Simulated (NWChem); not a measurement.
# GeHBr (SMILES [GeH][Br]): SVWN5/def2-SVP

What is the vertical ionisation energy of GeHBr at SVWN5/def2-SVP? 

The results are computed with NWChem 7.3.0.

2 further runs of the same task are left out: 2 that didn't finish.

### Step 1. The structure to begin with

GeHBr: 3 atoms, total charge 0, spin state singlet. As SMILES, `[GeH][Br]`. The shape is that of a PBE0-D4/def2-TZVP optimisation.

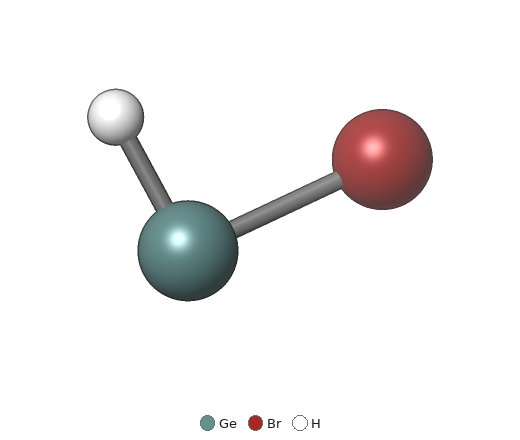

Viewed from a chosen angle; germanium teal, bromine red, hydrogen white.

### Step 2. A single-point energy at SVWN5/def2-SVP

brgeh.nw

```
start brgeh
title "BrGeH energy"
memory total 2200 mb
geometry units angstrom noautosym nocenter noautoz
Ge    0.359400   -0.859900    0.094000
Br    0.673600    1.417200    0.525900
H    -1.044000   -0.622200   -0.633200
end
basis spherical bse
Ge library def2-SVP
Br library def2-SVP
H library def2-SVP
end
dft
xc slater vwn_5
grid fine
convergence energy 1e-08
maxiter 100
mulliken
noprint "final vectors analysis"
end
task dft energy
```

The run is started by

```bash
nwchem brgeh.nw > brgeh.out
```

Output:

```text
[...]
          Wavefunction type:  closed shell.
          No. of atoms     :     3
          No. of electrons :    68
[...]
          Charge           :     0
          Spin multiplicity:     1
[...]
          AO basis - number of functions:    69
[...]
              XC Information
              --------------
                        Slater Exchange Functional  1.000 local
                      VWN V Correlation Functional  1.000 local
[...]
 d= 0,ls=0.0,diis     1  -4644.4319681193 -4.91D+03  2.53D-02  6.24D-01     1.2
[...]
 d= 0,ls=0.0,diis    11  -4644.4913298223 -9.46D-11  2.06D-07  6.89D-11     7.5
         Total DFT energy =    -4644.491329822284
      One electron energy =    -7015.454948113924
           Coulomb energy =     2264.534803605459
    Exchange-Corr. energy =     -163.936572564687
 Nuclear repulsion energy =      270.365387250867
[...]
      Total Density - Mulliken Population Analysis
     ---------------------------------------------
    Atom       Charge   Shell Charges
 -----------   ------   -------------------------------------------------------
    1 Ge  32    31.77   2.00  2.00  1.99  1.55  0.36  6.00  5.97  1.01  0.79  8.06  1.83  0.21
    2 Br  35    35.18   2.00  2.00  1.99  1.49  0.47  6.00  5.97  2.37  2.86  8.17  1.76  0.09
    3 H    1     1.05   0.67  0.37  0.01
[...]
```

It took 8.1 s on 1 thread of AMD EPYC 7B13 (Zen 3), shared host; peak memory 0.11 GiB.

### Step 3. The doublet cation, same level

nw.nw

```
start nw
memory 2200 mb
charge 1
geometry units angstrom noautosym nocenter noautoz
Ge     0.359400    -0.859900     0.094000
Br     0.673600     1.417200     0.525900
H     -1.044000    -0.622200    -0.633200
end
basis spherical bse
* library def2-SVP
end
dft
xc slater vwn_5
mult 2
grid fine
convergence energy 1e-08
maxiter 100
mulliken
print low
end
task dft energy
```

The run is started by

```bash
nwchem nw.nw > nw.out
```

Output:

```text
[...]
 d= 0,ls=0.0,diis     1  -4643.6819206680 -4.91D+03  3.36D-02  2.36D+00     1.4
[...]
 d= 0,ls=0.0,diis    13  -4644.1505120470 -3.28D-09  2.89D-07  4.82D-10    10.0
[...]
         Total DFT energy =    -4644.150512047018
      One electron energy =    -6997.115494903503
           Coulomb energy =     2246.224165815512
    Exchange-Corr. energy =     -163.624570209895
 Nuclear repulsion energy =      270.365387250867
[...]
      Total Density - Mulliken Population Analysis
     ---------------------------------------------
    Atom       Charge   Shell Charges
 -----------   ------   -------------------------------------------------------
    1 Ge  32    31.36   2.00  2.00  1.99  1.59  0.19  6.00  5.97  0.96  0.56  8.06  1.83  0.21
    2 Br  35    34.80   2.00  2.00  1.99  1.55  0.42  6.00  5.97  2.35  2.50  8.18  1.76  0.09
    3 H    1     0.84   0.61  0.22  0.01
[...]
      <S2> =      0.7519 (Exact =     0.7500)
[...]
```

It took 11 s on 1 thread of AMD EPYC 7B13 (Zen 3), shared host; peak memory 0.11 GiB.

### Step 4. Summary of results

At SVWN5/def2-SVP:

| quantity | value |
| --- | --- |
| singlet GeHBr: total energy | -4644.49133 Eh |
| singlet GeHBr: dipole moment | 1.31 D |
| doublet cation: total energy | -4644.15051 Eh |
| doublet cation: ⟨S²⟩ | 0.752 |
| vertical ionisation energy (to the doublet cation) | 9.274 eV |

The vertical ionisation energy comes to 9.27 eV (895 kJ/mol). Mulliken charges (singlet GeHBr) run from -0.18 on Br2 to +0.23 on Ge1; they depend strongly on the basis.
